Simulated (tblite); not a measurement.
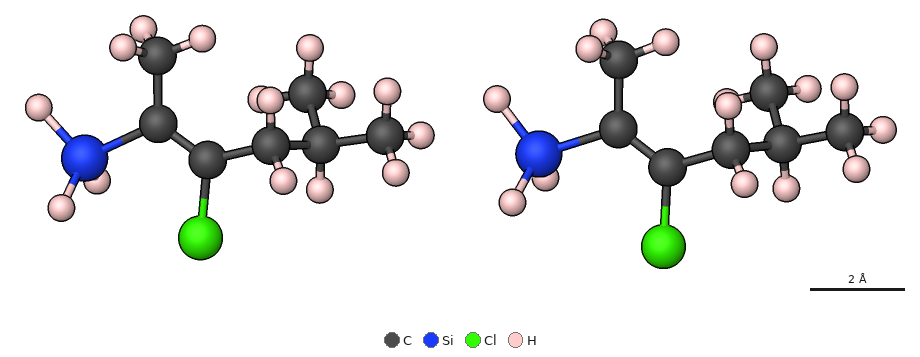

Two geometries of C$_{7}$H$_{15}$ClSi, drawn at one scale. One is the start of a relaxation, the other its converged end. Style: ball-and-stick. Shown face on.

All numbers below come from tblite 0.8.0, GFN2-xTB geometry optimisation, gas phase. 

**Which of the two is the end point?**

The left one is the relaxed one. After 61 geometry steps the energy has fallen by 18.1 kJ/mol. The largest move after the best rigid fit is that of an H atom, 0.26 Å. By element the largest moves are H 0.26 Å, Cl 0.20 Å, C 0.16 Å, Si 0.16 Å. Near-neighbour distances that change, for instance: Cl–Si 3.361 → 3.053 Å, H–Si 1.487 → 1.462 Å, C–H 1.110 → 1.088 Å, C–C 1.350 → 1.329 Å. Among the angles between lasting bonds that change: C–C–Si 110.4° → 117.3°, Si–C–C 124.8° → 119.5°, C–C–Cl 121.9° → 116.9°.
